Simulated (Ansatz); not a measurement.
A series of calculations on C2H6S

### Relaxation

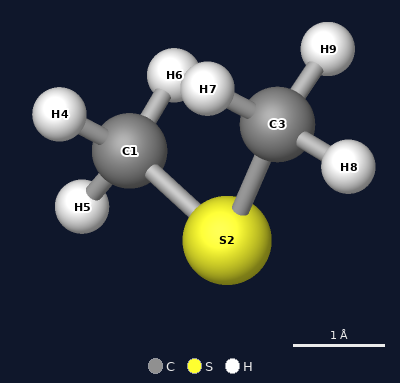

C₂H₆S (coarse preliminary run), before the relaxation. A ball-and-stick model, seen from a free direction.

Method: RKS PBE-D4/def2-SVP in Ansatz.

The input:
```yaml
crystal:
  periodic: [false, false, false]
  atoms:
    - {symbol: C, position_ang: [-0.441700, 1.004100, -0.721800]}
    - {symbol: S, position_ang: [0.818200, -0.191900, -0.860600]}
    - {symbol: C, position_ang: [0.478600, -1.067900, 0.675300]}
    - {symbol: H, position_ang: [-1.394900, 0.574700, -0.697000]}
    - {symbol: H, position_ang: [-0.457500, 1.690200, -1.630900]}
    - {symbol: H, position_ang: [-0.347700, 1.681500, 0.156300]}
    - {symbol: H, position_ang: [-0.468500, -1.493400, 0.693700]}
    - {symbol: H, position_ang: [1.272000, -1.866700, 0.785100]}
    - {symbol: H, position_ang: [0.630100, -0.376900, 1.582900]}
basis:
  gaussian: {orbitals: def2-SVP}
hamiltonian: {xc: pbe, dispersion: d4}
relax: {f_tol: 0.03, max_steps: 250}
```

### Where does the relaxation end?

The optimiser took 5 steps. H4 moves most after the best rigid fit: 0.097 Å. Largest moves by element: H 0.097 Å, C 0.072 Å, S 0.024 Å. Among the contacts that change: C1–S2 1.743 → 1.817 Å, C3–H7 1.038 → 1.110 Å, C1–H4 1.046 → 1.110 Å, C3–H9 1.151 → 1.110 Å. Bond angles that change, for instance: S2–C1–H5 111.1° → 106.9°, H4–C1–H5 104.7° → 108.5°, S2–C1–H6 114.8° → 111.7°. The run took roughly 11 core-seconds on a shared host.

Final geometry:

```xyz
9

C    -0.4807    1.0611   -0.7425
S     0.8363   -0.1870   -0.8452
C     0.5297   -1.0778    0.7090
H    -1.4876    0.5946   -0.7175
H    -0.4048    1.6842   -1.6541
H    -0.3567    1.7172    0.1441
H    -0.4801   -1.5381    0.7261
H     1.2848   -1.8847    0.7712
H     0.6478   -0.4158    1.5919
```

After the run, drawn alike:

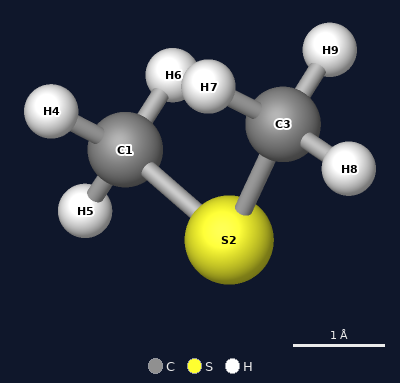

### Relaxation

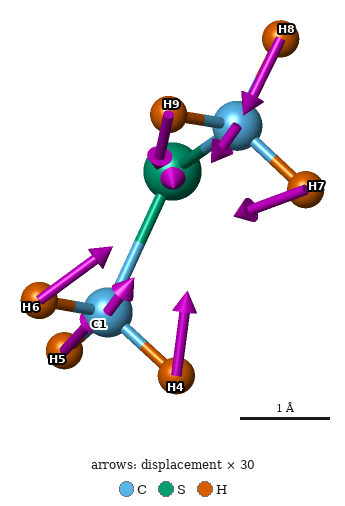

This is a relaxation of C2H6S. The starting structure is drawn; purple arrows show the displacements, 30 times their true length. The two geometries are superimposed by the best rigid fit.

Style: ball-and-stick. Shown from a free direction.

Theory: Ansatz, RKS PBE0-D4/def2-TZVP. (force threshold 0.005 eV/Å; at most 200 steps)

Question: Which element moves most?

Answer: Hydrogen: up to 0.034 Å, against 0.018 Å for carbon.

Question: What did the optimiser do to the structure, and how much energy did it gain?

Answer: Over 4 geometry steps the energy falls by 0.043 eV. Largest force component: 0.56 eV/Å at the start, 0.0011 eV/Å at the end. An H atom moves most after the best rigid fit: 0.034 Å. By element the largest moves are H 0.034 Å, C 0.018 Å, S 0.014 Å. Near-neighbour distances that change, for instance: C–S 1.817 → 1.795 Å, C–H 1.110 → 1.092 Å.

### Scan

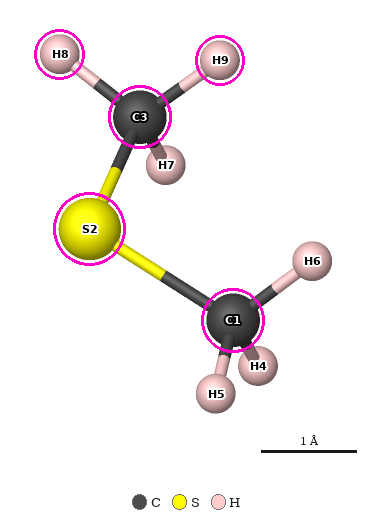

C2H6S: the C1–S2 distance and the H9–C3–H8 angle are varied on a grid, with the rest of the molecule carried along rigidly. The picture shows the minimum geometry. The ringed atoms are those of the scanned coordinate. Style: ball-and-stick. Shown onto the plane of the angle, with a slight tilt.

Single-point energies from Ansatz with PBE0-D4 in the def2-TZVPP basis, on geometries moved rigidly from the minimum at PBE0-D4/def2-TZVP. Energies are counted from the PBE0-D4/def2-TZVP minimum geometry at the same level.

```xyz
9

C    -0.4749    1.0469   -0.7325
S     0.8265   -0.1854   -0.8360
C     0.5226   -1.0634    0.7001
H    -1.4613    0.5792   -0.7067
H    -0.4047    1.6660   -1.6274
H    -0.3474    1.6841    0.1451
H    -0.4743   -1.5088    0.7105
H     1.2628   -1.8613    0.7674
H     0.6393   -0.4038    1.5625
```

### Give the energy at each point on a grid with rows 1.616, 1.668, 1.745, 1.834, 1.934, 2.041, 2.154 and columns 84.7, 92.7, 100.7, 108.7, 116.7, 124.7, 132.7 (C1–S2 distance (Å); H9–C3–H8 angle (°)).

Rows: C1–S2 distance (Å); columns: H9–C3–H8 angle (°); values in kcal/mol.

```tsv
	84.7	92.7	100.7	108.7	116.7	124.7	132.7
1.616	21.5	15.6	12.0	10.8	11.8	15.1	20.6
1.668	15.6	9.7	6.2	5.0	6.0	9.3	15.0
1.745	11.2	5.4	1.9	0.7	1.8	5.2	10.9
1.834	10.8	5.0	1.5	0.4	1.5	5.0	10.7
1.934	14.2	8.4	5.0	3.9	5.1	8.6	14.4
2.041	20.7	14.9	11.5	10.5	11.7	15.3	21.1
2.154	29.2	23.5	20.1	19.1	20.4	24.0	29.9
```

In pairs of (C1–S2 distance (Å); H9–C3–H8 angle (°)): the lowest computed point lies at (1.834, 108.7) (0.4 kcal/mol), the highest at (2.154, 132.7) (29.9 kcal/mol).  Over the ranges scanned the energy rises more along the first axis, the C1–S2 distance.

As a map, interpolated between the computed points (dots):

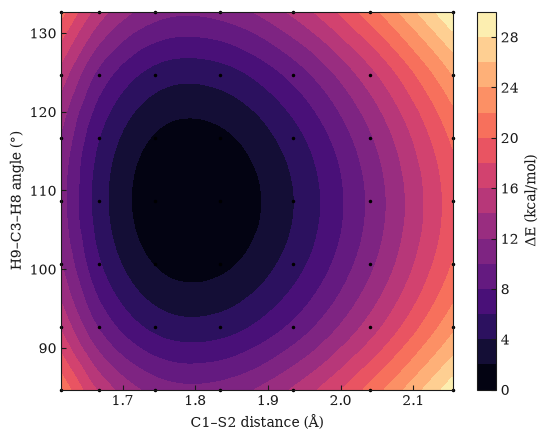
